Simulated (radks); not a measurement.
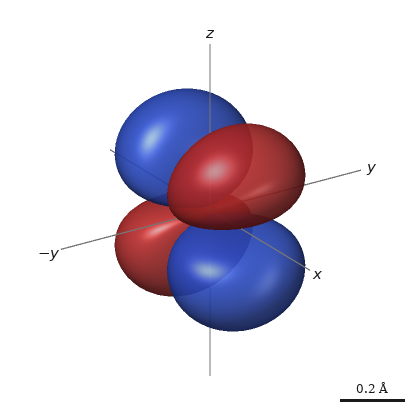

The 3d(xz) orbital of down spin. The surface of constant |ψ| that holds about 90 % of the electron is drawn, red where ψ is positive and blue where it is negative. The radial function comes from the spherical calculation and is multiplied by a real spherical harmonic; the overall sign is chosen so that the largest lobe of P(r) is positive; at the scalar-relativistic level it is the large component. It has the nodal planes xy and yz and no radial node. The maximum of P² lies at 0.324 bohr, ⟨r⟩ = 0.415 bohr, 90 % of the charge lies within 0.663 bohr, and the eigenvalue is −223.7 eV, with 5 electrons in the shell for this spin.

# Run report: Mo, atomic calculation

System: the neutral molybdenum atom in the configuration [Kr] 4d5 5p1 (high spin).
Method: scalar-relativistic Kohn-Sham, SCAN, spin-polarised, spherical densities, finite nucleus (the in-house radial solver radks).

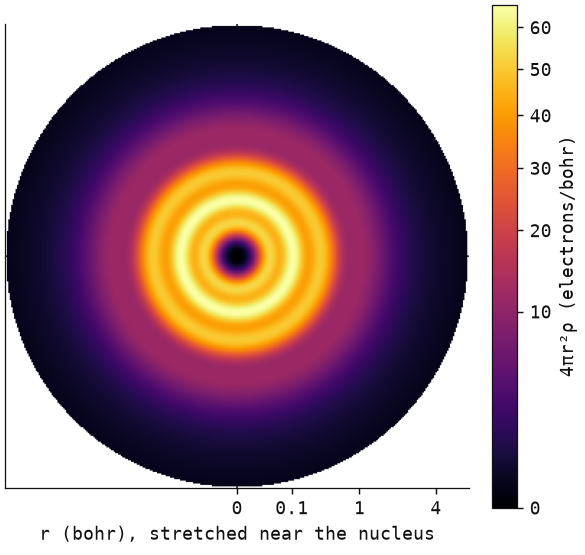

The radial density 4πr²ρ as a disc about the nucleus, with the radius drawn as r to the power 0.35. There are 4 maxima, at r = 0.0247, 0.109, 0.341 and 1.02 bohr, parted by minima at 0.0496, 0.220 and 0.835 bohr, inside which lie 2.0, 11.1 and 29.2 electrons. The outermost maximum rises little above the minimum before it. The configuration has 5 principal shells, so not every shell has a maximum of its own.

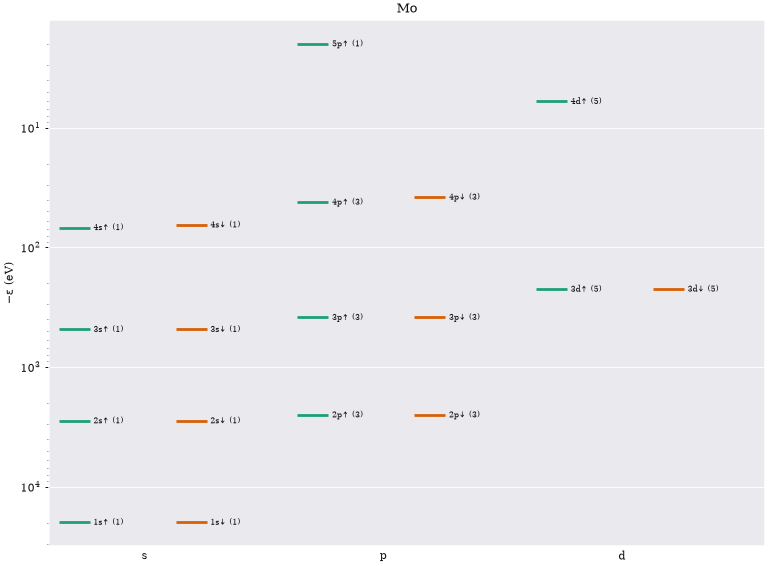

All occupied levels, on a logarithmic scale of binding energy, are drawn by angular momentum (occupations in brackets, up spins at the left of each column and down spins at the right). The highest occupied level is 5p up at −2.00 eV. The highest 6 occupied levels, from the top down, are 5p up (−2.00 eV), 4d up (−6.05 eV), 4p down (−38.1 eV), 4p up (−42.0 eV), 4s down (−65.0 eV), 4s up (−68.4 eV). The largest exchange splitting (down less up) among the shells drawn in both spins is that of 4p, 3.85 eV.

Input and output of the run follow.

### Input file
```
Z 42
configuration [Kr] 4d5 5p1
relativity scalar-relativistic
functional scan,scan
spin polarised
nucleus finite rms 4.4091 fm
c 137.035999084
```

Energies in input and log are in hartree, lengths in bohr (the nuclear radius in fm).

### Output
```
1s      1   1.0000        -730.06864523
2s      1   1.0000        -103.62350997
2p      1   3.0000         -92.52183181
3s      1   1.0000         -17.85770697
3p      1   3.0000         -14.18367841
3d      1   5.0000          -8.24118155
4s      1   1.0000          -2.51515277
4p      1   3.0000          -1.54344600
4d      1   5.0000          -0.22248074
5p      1   1.0000          -0.07344073
1s      2   1.0000        -730.06897936
2s      2   1.0000        -103.60180821
2p      2   3.0000         -92.50520355
3s      2   1.0000         -17.84862556
3p      2   3.0000         -14.17224127
3d      2   5.0000          -8.22035147
4s      2   1.0000          -2.39049806
4p      2   3.0000          -1.40181884
4d      2   0.0000          -0.04634433
5p      2   0.0000           0.00010798
Etot -4049.5440477104894
Ekin 4175.485949647282
Encl -9757.898197678285
Eh 1657.3062665444468
Exc -124.43806622393281
err 2.009786881671176e-06
it 15
```

### Orbitals

| orbital | occupation | energy (eV) | ⟨r⟩ (bohr) | outer maximum (bohr) |
| --- | --- | --- | --- | --- |
| 1s down | 1 | −19866.2 | 0.03517 | 0.0229 |
| 1s up | 1 | −19866.2 | 0.03517 | 0.0229 |
| 2s up | 1 | −2819.7 | 0.1536 | 0.129 |
| 2s down | 1 | −2819.1 | 0.1536 | 0.129 |
| 2p up | 3 | −2517.6 | 0.1340 | 0.104 |
| 2p down | 3 | −2517.2 | 0.1340 | 0.104 |
| 3s up | 1 | −485.933 | 0.4277 | 0.383 |
| 3s down | 1 | −485.686 | 0.4278 | 0.383 |
| 3p up | 3 | −385.958 | 0.4299 | 0.377 |
| 3p down | 3 | −385.646 | 0.4300 | 0.377 |
| 3d up | 5 | −224.254 | 0.4153 | 0.323 |
| 3d down | 5 | −223.687 | 0.4152 | 0.324 |
| 4s up | 1 | −68.441 | 1.117 | 0.997 |
| 4s down | 1 | −65.049 | 1.106 | 0.987 |
| 4p up | 3 | −41.999 | 1.246 | 1.08 |
| 4p down | 3 | −38.145 | 1.230 | 1.07 |
| 4d up | 5 | −6.054 | 1.917 | 1.38 |
| 5p up | 1 | −1.998 | 4.793 | 3.83 |

### Key numbers

| quantity | value |
| --- | --- |
| outcome | converged |
| total energy | −4049.5440 hartree |
| kinetic energy | 4175.4859 hartree |
| electron–nucleus energy | −9757.8982 hartree |
| Hartree energy | 1657.3063 hartree |
| exchange–correlation energy | −124.438066 hartree |
| radius at density 0.001 e/bohr³ | 4.79 bohr |
| SCF iterations | 15 |
| hardware | 1 CPU thread, shared host |
